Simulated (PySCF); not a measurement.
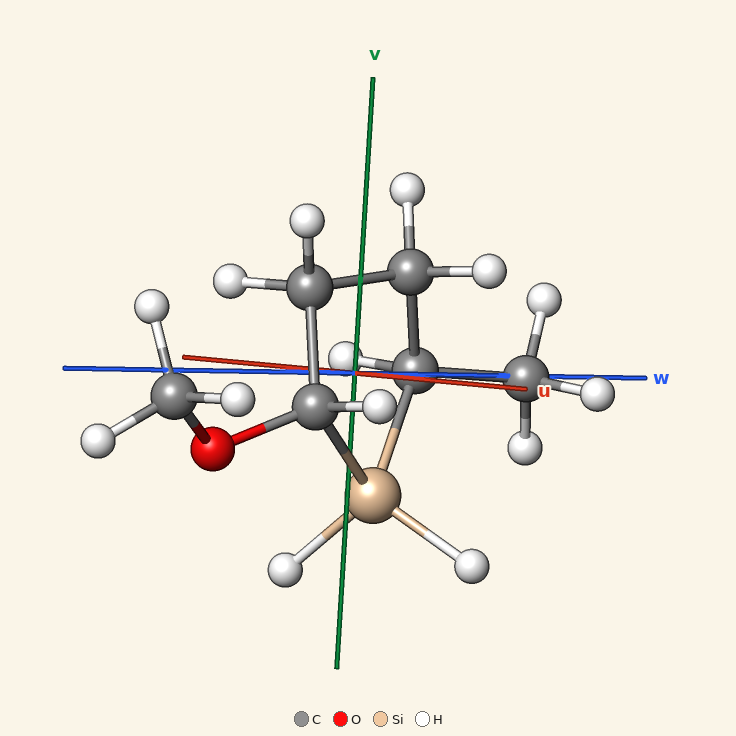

The lines u, v and w are the principal axes of the static dipole polarisability. Computed geometry: PBE0-D3(BJ)/def2-SVP optimisation. No frequency run is at hand to confirm it as a minimum. Level of theory: CAM-B3LYP/def2-SVPD (PySCF 2.14.0).

Along which axis is the molecule most polarisable, and along which least?

Most along w, least along u.

Give the three principal values.

u 87.0, v 100.5, w 118.0 bohr³; mean 101.8, anisotropy 26.9 bohr³.
